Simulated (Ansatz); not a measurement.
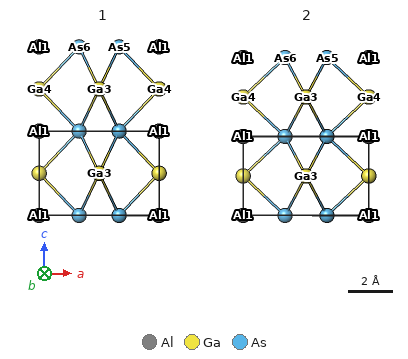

Two geometries of crystalline AlGa$_{3}$As$_{2}$ (a generated structure, set up in P6/mmm), drawn at one scale. One is the start of a relaxation, the other its converged end. The picture is a ball-and-stick view of the cell of the calculation, repeated 1 × 1 × 2 with one cell outlined, seen along the b axis.

All numbers below come from DFT PBE, scalar-relativistic, plane waves, PAW in Ansatz 0.2.0. (plane-wave cutoff 420 eV; k-point mesh 6 × 6 × 10; occupations gaussian; smearing width 0.1 eV; no spin polarisation; cell and atoms relaxed; force threshold 0.01 eV/Å; at most 80 steps)

Question: Which of the two is the end point?

Answer: Structure 1 is the relaxed one. The atoms keep their places relative to the cell (all moves are under 0.005 Å). The volume changes by −2.7 %, with a = b 6.680 → 6.376 Å (−4.5 %), c 3.635 → 3.881 Å (+6.8 %). Among the contacts that change: As–Ga 2.650 → 2.675 Å. Among the angles between lasting bonds that change: As–Ga–As 86.6° → 93.0°, Ga–As–Ga 86.6° → 93.0°, As–Ga–As 93.4° → 87.0°. The space group stays P6/mmm (No. 191). After 3 accepted moves (4 points after the start) the energy has fallen by 19.7 meV per atom. All forces vanish by symmetry, so only the cell relaxes. The pressure goes from 0.03 to 0.01 GPa. At 1 point the geometry stayed and the basis and grid were re-selected for the new cell (energy shift of 0.1 meV per atom at most each time). The run took 75 s on 1 thread of AMD EPYC 7R43 64-Core Processor (Zen 3), on a shared host, peak memory 0.57 GiB.
